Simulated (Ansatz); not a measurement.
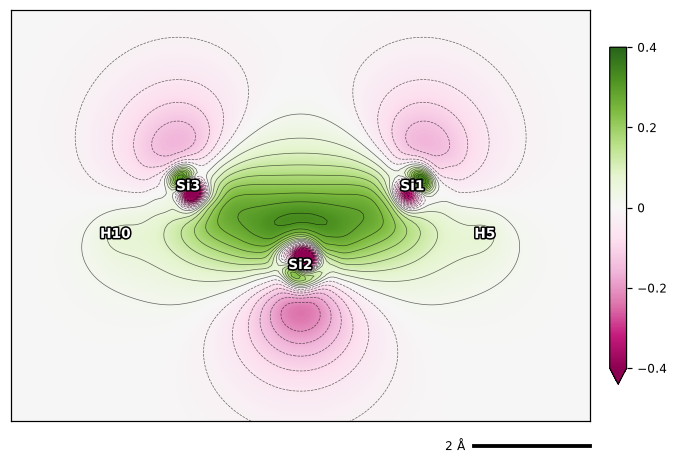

*H8Si3 (SMILES [SiH3][SiH2][SiH3]). The HOMO−1 on the plane of atoms Si1, Si2 and Si3 (values in Å⁻³ᐟ²; the overall sign is arbitrary).*

Geometry: B3LYP-D3(BJ)/def2-SVP.

Level of theory: isolated molecule in a Gaussian basis; Kohn-Sham density functional theory, functional PBE0 in Ansatz.

The calculation's input:

```
crystal:
  periodic: [false, false, false]
  atoms:
    - {symbol: Si, position_ang: [0.076341, 2.103134, 0.839515]}
    - {symbol: Si, position_ang: [0.798222, -0.128404, 0.664878]}
    - {symbol: Si, position_ang: [0.206183, -0.995420, -1.439677]}
    - {symbol: H, position_ang: [0.711349, 2.920537, -0.236597]}
    - {symbol: H, position_ang: [0.434526, 2.688982, 2.164975]}
    - {symbol: H, position_ang: [-1.405875, 2.163996, 0.669967]}
    - {symbol: H, position_ang: [2.281809, -0.193160, 0.837051]}
    - {symbol: H, position_ang: [0.165503, -0.947888, 1.743298]}
    - {symbol: H, position_ang: [0.848849, -0.182512, -2.514647]}
    - {symbol: H, position_ang: [0.640315, -2.416279, -1.584757]}
    - {symbol: H, position_ang: [-1.275276, -0.923824, -1.611649]}
basis:
  gaussian:
    orbitals: def2-TZVPD
hamiltonian:
  xc: pbe0
output:
  forces: true
  orbitals: {seedname: orbitals}
```

Command:

```sh
ansatz run input.yaml --threads 2 --pin off --max-ram 4350MiB --events-out events.jsonl --progress --plain --runs-dir runs
```

Where does this orbital lie, and at what energy?

Answer. It lies mainly on Si2 (about 35 %), Si1 (about 15 %), Si3 (about 15 %), H8 (about 10 %) and H7 (about 10 %). Its energy is −8.69 eV.
